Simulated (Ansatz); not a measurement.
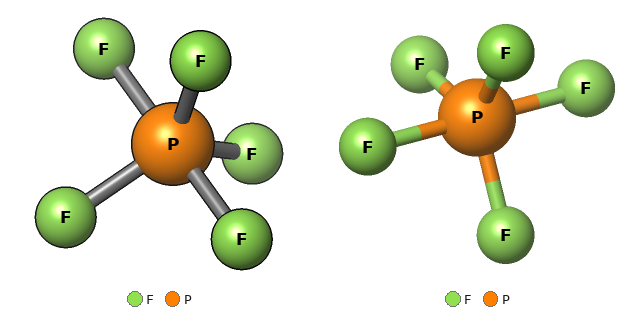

The same structure drawn twice, from different directions.

Computed geometry: PBE0-D4/def2-TZVP optimisation.

Question: Give the formula.

Answer: PF₅, 6 atoms: 1 phosphorus and 5 fluorine.

Question: What is the point group of this geometry?

Answer: D3h.

Question: How many atoms are distinct by symmetry?

Answer: 3: 3 F, 1 P, 2 F.

More results for the same structure follow; atom numbers are the same in all pictures, views and colours differ.

### Geometry

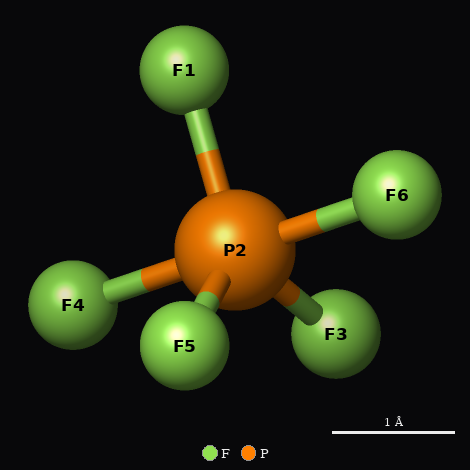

The atoms are numbered.

Which atoms are bonded, and how long are the bonds?

```tsv
bond	length (Å)	order
F1–P2	1.542	single
P2–F3	1.542	single
P2–F4	1.579	single
P2–F5	1.542	single
P2–F6	1.579	single
```

### Electronic properties

Level of theory: RKS r2SCAN0-D4/def2-TZVPP (Ansatz 0.2.0).

Question: Estimate the HOMO–LUMO gap.

Answer: 13.54 eV.

Question: Give the HOMO energy (Kohn–Sham orbital) at this level.

Answer: −12.52 eV.

### Charges

The questions are on Mulliken charges. Method: RKS r2SCAN-D4/def2-TZVPP (Ansatz 0.2.0).

List the Mulliken charges.

```csv
atom,value (e)
F1,−0.19
P2,1.13
F3,−0.19
F4,−0.28
F5,−0.19
F6,−0.28
```

### Thermal motion

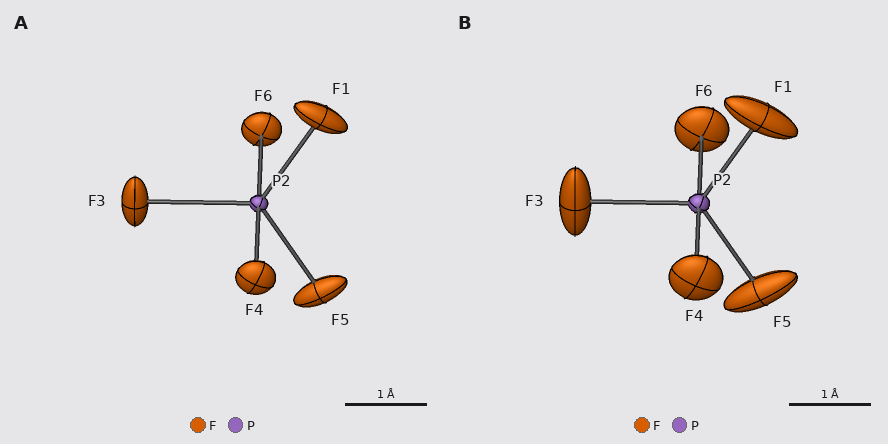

Displacement ellipsoids at the 50 % level, scaled by 3, from the internal vibrations of the free molecule (harmonic, no overall translation or rotation; no half-axis is drawn under 0.075 Å). Vibrations computed with RKS PBE0-D4/def2-TZVP (Ansatz 0.2.0). One panel is for 298 K, the other for 600 K.

Question: Which panel is for 600 K?

Answer: B.

Question: How much does the mean-square displacement of F5 grow, and why?

Answer: U_eq goes from 0.0029 to 0.0052 Å², a factor of 1.8. Modes below kT (417 cm⁻¹ at 600 K) grow about in proportion to T, and the lowest lies at 169 cm⁻¹; the mean-square amplitude of a mode is its zero-point value times coth(ħω/2kT), which comes close to 1 only above about 3kT.

Mulliken values depend strongly on the basis set and can even reverse the polarity of a bond.
